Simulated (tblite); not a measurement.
# CH6FGe2O: the cost of one run

Computed with tblite 0.8.0 and PySCF 2.14.0; each step states its level. No surroundings beyond the atoms listed, unless a continuum is named. Atoms count from 0, parts from 1.

## Step 1: Starting point

11 atoms, charge 0, multiplicity 2; geometry: distance geometry start.

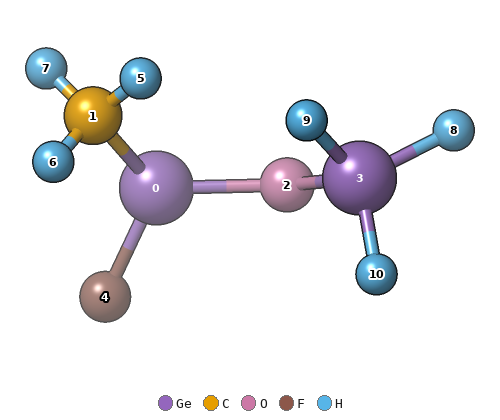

The starting geometry (germanium purple, carbon amber, oxygen pink, fluorine brown, hydrogen blue), atoms numbered.

## Step 2: Geometry optimisation with GFN2-xTB

Job settings and geometry (Å):

```
{"job": {"kind": "relax", "xc": "GFN2-xTB", "basis": "xTB"}, "charge": 0, "multiplicity": 2}
Ge     1.727696     0.008600    -1.273131
C      2.749045    -1.086439    -0.052857
O     -0.089758     0.060228    -0.939810
Ge    -0.887466    -0.014795     0.761636
F      2.472036     1.513297    -1.749848
H      2.133657    -1.588144     0.588992
H      3.421999    -0.477224     0.460014
H      3.300096    -1.777749    -0.621947
H     -2.283472    -0.610931     0.634033
H     -0.050283    -0.887599     1.662125
H     -0.977155     1.344978     1.328703
```

Method: GFN2-xTB geometry optimisation, gas phase.

The run is started by

```
$ OMP_NUM_THREADS=1 python cluster_run.py task.json out
```

The driver reads the jobs from task.json and runs them one after another.

Q: Estimate the wall time of this first job on 1 thread of Arm Neoverse V1, shared host.

About 2.5 s.
